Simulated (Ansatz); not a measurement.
# Single-point calculation, with input and output: Si3NH9ClF

The run: single-point calculation of Si3NH9ClF. Method and program: RKS PBE0-D4/def2-TZVPP (Ansatz 0.2.0).

The geometry is the product side of a reaction. The reaction was set up to form Si1–F7 and Cl2–H6 and to break Si1–Cl2 and H6–F7 (atoms counted from 1 in the order of the input); sticks are drawn by distance alone. The geometry comes from this level: PBE0-D4/def2-TZVP.

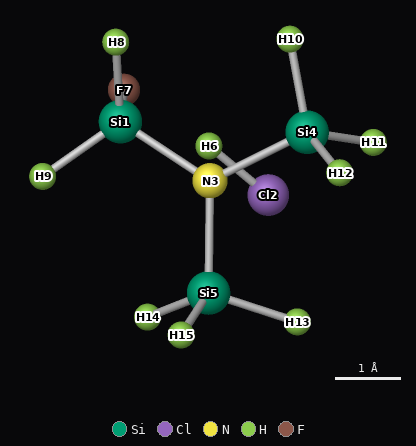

The input geometry (ball-and-stick view, seen at a tilt; atoms are numbered from 1 in the order of the input).

## Input file
```yaml
crystal:
  periodic: [false, false, false]
  atoms:
    - {symbol: Si, position_ang: [-0.175586, 1.509811, 0.843370]}
    - {symbol: Cl, position_ang: [3.118962, -0.914602, 0.160469]}
    - {symbol: N, position_ang: [-0.494653, 0.102051, -0.065346]}
    - {symbol: Si, position_ang: [-1.090900, -1.363639, 0.674211]}
    - {symbol: Si, position_ang: [-0.118713, 0.058367, -1.774315]}
    - {symbol: H, position_ang: [2.590234, 0.045301, 0.833000]}
    - {symbol: F, position_ang: [1.292853, 1.426859, 1.511482]}
    - {symbol: H, position_ang: [-1.118102, 1.648882, 1.972014]}
    - {symbol: H, position_ang: [-0.149276, 2.688467, -0.049940]}
    - {symbol: H, position_ang: [-1.475630, -1.040104, 2.071577]}
    - {symbol: H, position_ang: [-0.054679, -2.425143, 0.670854]}
    - {symbol: H, position_ang: [-2.276450, -1.852309, -0.077748]}
    - {symbol: H, position_ang: [0.213744, -1.341662, -2.138688]}
    - {symbol: H, position_ang: [1.026249, 0.959587, -2.051183]}
    - {symbol: H, position_ang: [-1.288051, 0.498134, -2.579757]}
basis:
  gaussian: {orbitals: def2-TZVPP}
hamiltonian: {xc: pbe0, dispersion: d4}
output: {orbitals: {seedname: orbitals}}
```

Run on 4 CPU threads, shared host.

Command:
```bash
ansatz run in.yaml --threads 4 --pin off --events-out ev --progress --plain --max-ram 66560MiB --backend cuda --devices 0, --max-vram 37GiB
```

## Output
```
Functional definition: PBE0
  name "PBE0"
  cite "Adamo & Barone, J. Chem. Phys. 110, 6158 (1999) doi:10.1063/1.478522"
  cite "Perdew, Burke & Ernzerhof, Phys. Rev. Lett. 77, 3865 (1996) doi:10.1103/PhysRevLett.77.3865"
  parent pbe
  parameter a = 0.25
  parameter kappa = 0.804
  parameter beta = 0.06672455060314922
  exchange = (1 - a)*pbe_x(kappa = kappa, mu = beta*pi^2/3) + a*exact_x
  correlation = pbe_c(beta = beta)
2040 factors; their error is unknown
mean field evaluation 1: about -40490.0326 eV, gradient 6.4e1 eV
mean field evaluation 2: about -40476.7850 eV, gradient 9.7e1 eV
mean field evaluation 4: about -40497.0599 eV, gradient 6.2e0 eV
mean field evaluation 8: about -40497.1148 eV, gradient 6.1e-2 eV
mean field evaluation 16: about -40497.2085 eV, gradient 2.0e-5 eV
mean field -40497.20854725 eV, -1488.2449641176 hartree, gradient 2.0e-5 eV, S^2 0.000000; 0 other end points of the search recorded, 0 dependent functions left out
reference -40497.20858778 eV, -1488.2449656071 hartree; 42, 42 occupied and 314, 314 virtual orbitals, 2040 factors
Total energy: -40497.60072663 eV, -1488.2593764439 hartree
```

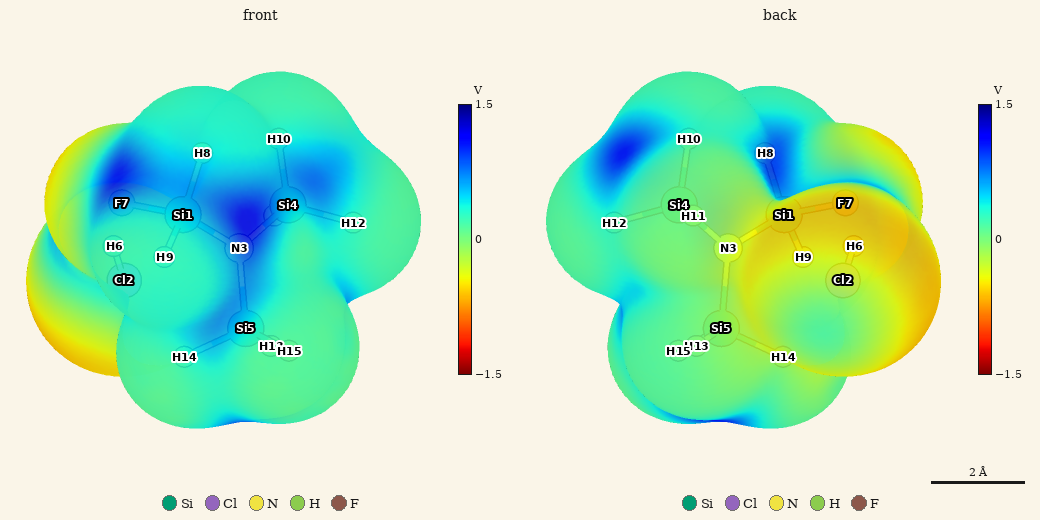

The electrostatic potential painted on the density surface at 0.001 e/bohr³, seen at a tilt and from behind; the colour scale runs from red (negative) to blue (positive).

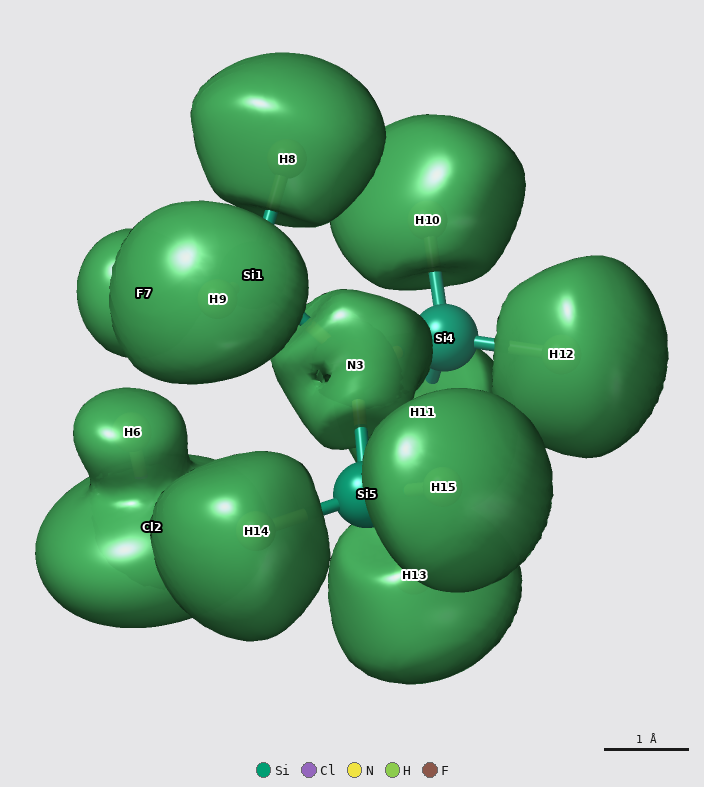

Isosurface of the ELF at 0.75 (green), seen at a tilt. Core shells and regions of very low density are left out. Values along the shortest contacts: Si–F (1.62 Å): the ELF peaks at about 0.85 between the atoms.

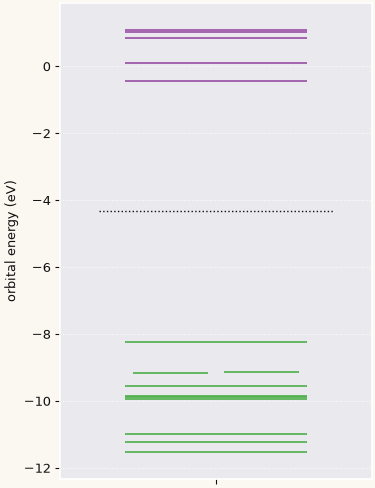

Orbital energies near the frontier; the dotted line parts filled from empty levels, and levels within 0.02 eV of each other stand side by side. Highest filled −8.25 eV, lowest empty −0.42 eV, 7.83 eV apart.

## Summary

| quantity | value |
| --- | --- |
| outcome | converged |
| total energy | −40497.6007 eV |
| mean-field energy | −40497.2086 eV |
| dispersion energy | −0.3921 eV |
| SCF solution under orbital rotations | stable |
| HOMO | −8.25 eV |
| LUMO | −0.42 eV |
| wall time | 11 s (CPU time 3.4 s; the host was busy) |
| peak memory | 0.86 GiB |
